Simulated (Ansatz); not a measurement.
The figure comes from a scan of BeS (zinc blende): the cell is scaled evenly about its relaxed volume V₀. These are PBE (plane waves to 420 eV, PAW, scalar-relativistic; Ansatz, an electronic-structure program) values and carry that method's errors. k mesh 12×12×12 (Γ-centred), Fermi-Dirac smearing 0.05 eV. The energy includes the smearing's −TS. BeS was relaxed with its symmetry unable to fall. The zero of ΔE is the relaxed starting cell.

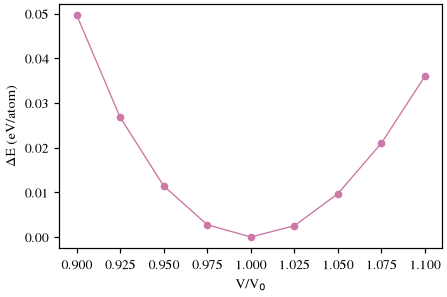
Figure: ΔE (eV/atom) against V/V₀; one marker a computed point.

**Question.** Turn the plot into a table (rounded to what can be read).

**Answer.** To the nearest 0.001:

```tsv
V/V₀	ΔE (eV/atom)
0.900	0.050
0.925	0.027
0.950	0.011
0.975	0.003
1.000	0.000
1.025	0.003
1.050	0.010
1.075	0.021
1.100	0.036
```

(A scan under strain: stresses follow from slopes of the energy per volume, elastic moduli from its curvatures.)
